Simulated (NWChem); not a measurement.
**CH2F2 (difluoromethane): BP86/6-311+G(d,p)**

Aim: the electronic atomisation energy of CH2F2 (difluoromethane) at BP86/6-311+G**, from 4 runs. 

Program for the calculation: NWChem 7.3.0.

3 further runs of the same task are left out: 3 set aside as unsound or not needed.

**1. Starting point**

CH2F2 has 5 atoms, charge 0, and is taken as a singlet. As SMILES, `FCF`. Geometry: relaxed at PBE0-D4/def2-TZVP.

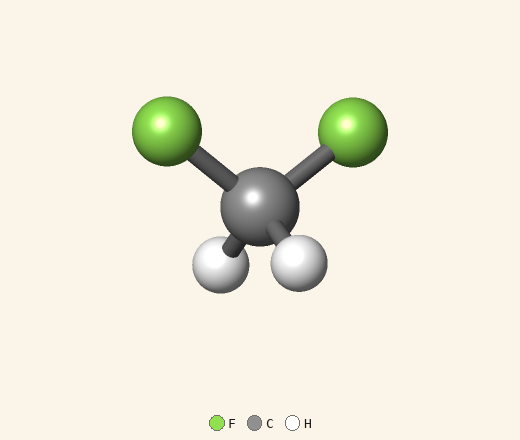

The structure, seen from a chosen angle (fluorine green, carbon grey, hydrogen white).

**2. The energy at BP86/6-311+G(d,p) (run 1)**

File mymol.nw:

```
start mymol
memory stack 880 mb heap 220 mb global 1100 mb

geometry noautosym nocenter noautoz
F       -1.073300       0.191200       0.698300
C        0.010100      -0.016900      -0.082300
F        1.090500      -0.179200       0.713200
H       -0.142700      -0.932900      -0.659500
H        0.165300       0.864200      -0.711100
end

basis spherical bse
* library 6-311+G**
end

dft
xc becke88 perdew86
grid fine
convergence energy 1e-08
maxiter 100
mulliken
noprint "final vectors analysis"
end

task dft energy
```

On the command line:

```sh
$ nwchem mymol.nw > mymol.out
```

The program printed:

```text
[...]
          Wavefunction type:  closed shell.
          No. of atoms     :     5
          No. of electrons :    26
[...]
          Charge           :     0
          Spin multiplicity:     1
[...]
          AO basis - number of functions:    78
[...]
              XC Information
              --------------
                    Becke 1988 Exchange Functional  1.000
                Perdew 1981 Correlation Functional  1.000 local
                Perdew 1986 Correlation Functional  1.000 non-local
[...]
 d= 0,ls=0.0,diis     1   -238.9536159009 -3.16D+02  1.50D-02  1.32D+00     1.0
[...]
 d= 0,ls=0.0,diis     8   -239.0613700984  1.71D-09  9.10D-07  4.05D-08     5.8
         Total DFT energy =     -239.061370098388
      One electron energy =     -484.661148660565
           Coulomb energy =      195.231292318787
    Exchange-Corr. energy =      -27.099729898637
 Nuclear repulsion energy =       77.468216142026
[...]
      Total Density - Mulliken Population Analysis
     ---------------------------------------------
    Atom       Charge   Shell Charges
 -----------   ------   -------------------------------------------------------
    1 F    9     9.15   1.08  0.91  1.18  1.09  2.33  0.86  1.64 -0.03  0.07  0.00
    2 C    6     6.02   1.11  0.88  0.60  0.79  1.45  0.38  0.56  0.04  0.04  0.18
    3 F    9     9.15   1.08  0.91  1.18  1.09  2.33  0.86  1.64 -0.03  0.07  0.00
    4 H    1     0.84   0.28  0.48  0.07  0.02
    5 H    1     0.84   0.28  0.48  0.07  0.02
[...]
```

Run time: 6.3 s. Hardware: 1 thread of Intel Xeon Platinum 8375C at 2.90GHz (Ice Lake), shared host; peak memory 0.11 GiB.

**3. The C atom at the same level (run 2)**

File c.nw:

```
start c
title "C BP86"
memory 2200 mb
charge 0

geometry units angstrom noautosym nocenter noautoz
  C        0.000000       0.000000       0.000000
end

basis "ao basis" spherical bse
  * library 6-311+G**
end

dft
  xc becke88 perdew86
  mult 3
  grid fine
  convergence energy 1e-08
  iterations 100
  mulliken
  noprint "final vectors analysis"
end

task dft
```

Run the same way, it converges to -37.84427 Eh (log not shown).

Run 3 isn't shown in full; the table further down has it.

**4. The H atom (run 4)**

File mymol.nw:

```
start mymol
memory stack 880 mb heap 220 mb global 1100 mb

geometry units angstrom noautosym nocenter noautoz
H      0.000000     0.000000     0.000000
end

basis "ao basis" spherical bse
* library 6-311+G**
end

dft
xc becke88 perdew86
mult 2
grid fine
convergence energy 1e-08
iterations 100
mulliken
noprint "final vectors analysis"
end

task dft energy
```

On the command line:

```sh
$ nwchem mymol.nw > mymol.out
```

The program printed:

```text
[...]
          Wavefunction type:  spin polarized.
          No. of atoms     :     1
          No. of electrons :     1
[...]
          Charge           :     0
          Spin multiplicity:     2
[...]
          AO basis - number of functions:     6
[...]
              XC Information
              --------------
                    Becke 1988 Exchange Functional  1.000
                Perdew 1981 Correlation Functional  1.000 local
                Perdew 1986 Correlation Functional  1.000 non-local
[...]
 d= 0,ls=0.0,diis     1     -0.4996910100 -5.00D-01  8.61D-03  7.15D-04     0.0
[...]
  Singularity in Pulay matrix. Error and Fock matrices removed.
  Singularity in Pulay matrix. Error and Fock matrices removed.
 d= 0,ls=0.0,diis     5     -0.5000215125 -1.39D-13  9.13D-10  4.76D-18     0.1
[...]
         Total DFT energy =       -0.500021512471
      One electron energy =       -0.499454869957
           Coulomb energy =        0.307394773596
    Exchange-Corr. energy =       -0.307961416111
 Nuclear repulsion energy =        0.000000000000
[...]
      Total Density - Mulliken Population Analysis
     ---------------------------------------------
    Atom       Charge   Shell Charges
 -----------   ------   -------------------------------------------------------
    1 H    1     1.00   0.18  0.45  0.37  0.00
     --------------------------------------------
      Spin Density - Mulliken Population Analysis
     --------------------------------------------
    Atom       Charge   Shell Charges
 -----------   ------   -------------------------------------------------------
    1 H    1     1.00   0.18  0.45  0.37  0.00
[...]
      <S2> =      0.7500 (Exact =     0.7500)
[...]
```

It took 0.61 s on 1 thread of Intel Xeon Platinum 8375C at 2.90GHz (Ice Lake), shared host; peak memory 0.1 GiB.

**5. All runs side by side**

```csv
run,level,partner,energy (Eh),wall time
1,BP86/6-311+G**,base,-239.061370,6.3 s
2,UBP86/6-311+G**,atoms,-37.844266,0.85 s
3,UBP86/6-311+G**,atoms,-99.752154,0.85 s
4,UBP86/6-311+G**,atoms,-0.500022,0.61 s
```

**6. Results**

Level: BP86/6-311+G**.

```
                     quantity        value
         H atom: total energy  -0.50002 Eh
                 H atom: ⟨S²⟩        0.750
electronic atomisation energy    19.395 eV
```

Taking the molecule apart into free atoms costs 19.39 eV (1871 kJ/mol), before zero-point energy and without spin-orbit coupling. All runs together took 8.6 s, the longest 6.3 s.
